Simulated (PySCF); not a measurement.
**BrH, SMILES `Br`: what the electrons do**

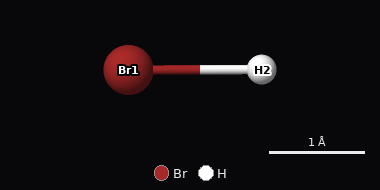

The molecule, with its atoms numbered as below. No frequency check shows the geometry to be a minimum.

Geometry (Å), atoms numbered from 1:

```
Br1      0.0389    0.0000    0.0000
H2      -1.3627    0.0000    0.0000
```

## 1. Bonding charge

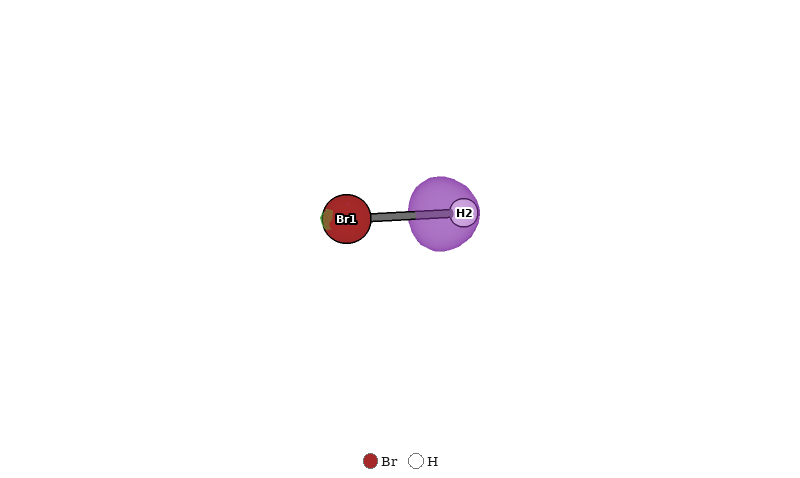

Deformation density (molecule less spherical, spin-averaged free atoms at the same positions), surfaces at ±0.2 e/Å³; purple: gain, green: loss.

Level of theory: ωB97X/def2-TZVP (PySCF), at a geometry from GFN2-xTB.

Q: Describe the bonding that the map shows.

A: Br1–H2: +0.39 e/Å³ at the bond critical point (bond length 1.40 Å, Mayer order 1.0). In all, 0.4 electrons gather in the regions of gain relative to the promolecule.

Q: Where do the Hirshfeld charges lie?

A: The highest Hirshfeld charge is on H2 (+0.08 e), the lowest on Br1 (−0.08 e).

| atom | charge (e) |
| --- | --- |
| Br1 | −0.08 |
| H2 | +0.08 |

## 2. Local ionisation energy

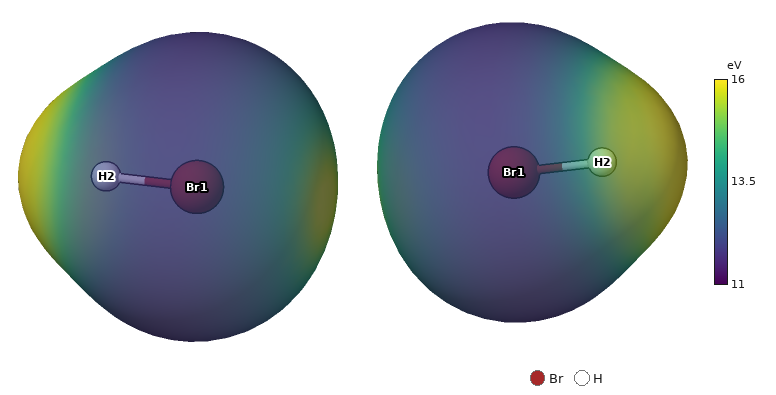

Average local ionisation energy on the surface of electron density 0.001 a.u. (back view left, front view right).

Q: Locate the minima of the map.

A: The lowest value is 11.8 eV, 2.3 Å from Br1, and at like points elsewhere. For comparison, the highest occupied orbital lies at −11.2 eV.

Q: What volume does the surface enclose, and what is the dipole moment?

A: About 48 Å³; the dipole moment is 0.9 D.

## 3. In an electric field

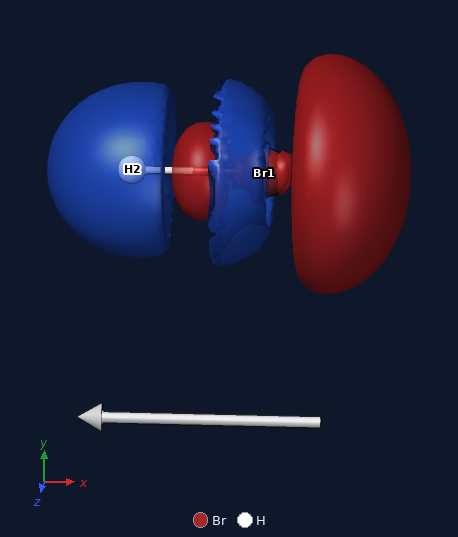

Change of the electron density in a uniform field of 0.21 V/Å along −x (arrow), surfaces at ±0.0015 e/Å³ (red: gain, blue: loss).

Level of theory: ωB97X/def2-TZVP (PySCF), at a geometry from GFN2-xTB. A basis without diffuse functions makes polarisabilities too small.

The field was applied in both directions; the picture shows the one opposite to the script's first.

Q: How large is the response?

A: The induced dipole is 0.22 D (along the field); α along this axis, from the fields in both directions, is 22 bohr³ (3.2 Å³).

The PySCF runs shown took 3.7 s and 5.6 s on 1 thread of Intel(R) Xeon(R) Platinum 8488C (Sapphire Rapids), with other jobs on the host.
